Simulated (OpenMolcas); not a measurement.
# C2HF2 (SMILES [CH]=C(F)F) in OpenMolcas

Wanted: the excited states of C2HF2.

The results are computed with OpenMolcas 26.06.

**1. The system as given**

C2HF2 has 5 atoms, charge 0, and is taken as a doublet. As SMILES, `[CH]=C(F)F`. The coordinates come from a PBE0-D4/def2-TZVP relaxation.

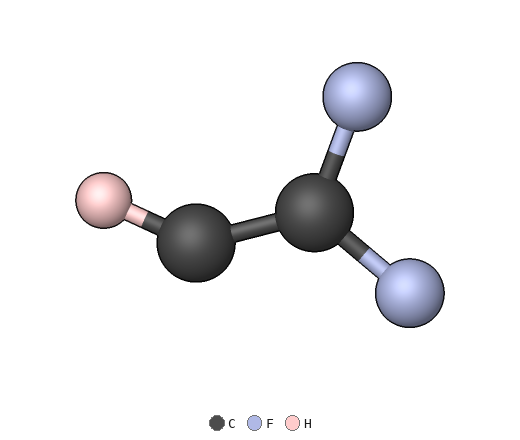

Viewed from a chosen angle; carbon dark grey, fluorine light blue, hydrogen pink.

**2. The run**

Input file coord.xyz:

```xyz
5

C     -0.028200     0.912700    -0.014900
C      0.163600    -0.366100     0.124600
F      1.043800    -0.911700     0.932500
F     -0.492600    -1.313200    -0.520300
H     -0.636600     1.604500    -0.563400
```

Input file step5.inp:

```
&GATEWAY
Coord
coord.xyz
Basis
ANO-RCC-VTZP
Group
NoSym
RICD
&SEWARD
&RASSCF
FileOrb
$CurrDir/step2.RasOrb
Spin
2
Nactel
3 0 0
Inactive
14
Ras2
3
CIRoot
6 6 1
OrbListing
Nothing
&CASPT2
Multistate
all
```

Started as:

```
$ export MOLCAS_MEM=2
$ pymolcas step5.inp > step5.log
```

Output:

```text
--- Start Module: gateway ---

                                              &GATEWAY

                       available to each process: 2.0 MB of memory, 1 thread

---------------------------------------------------------------------------------------------
  Nr.	 Label		Type		Offset		Length	   Atime	  Address
---------------------------------------------------------------------------------------------
  1	FILETABL    	CHAR	-66891988751112	       26929           5	[0xaaaab2800060]
  2	DBSC        	CHAR	    -273716056	     1456001          58	[0xe7812369c010]
---------------------------------------------------------------------------------------------
Maximal available memory for Molcas = 517070
 ?mma_allo_?D: error: out-of-memory
 label: Shells
  available (kB):          517
  required  (kB):          792

--- Stop Module: gateway /rc=-6 ---

.########################.
.# Non-zero return code #.
.########################.

    Timing: Wall=0.03 User=0.02 System=0.01
```

Run time: 0.2 s. Hardware: 1 thread of Arm Neoverse V2, shared host.

**3. Reading the log**

The run ended with an error.

The log says `?mma_allo_?D: error: out-of-memory`. What is wrong: too little memory is allowed.
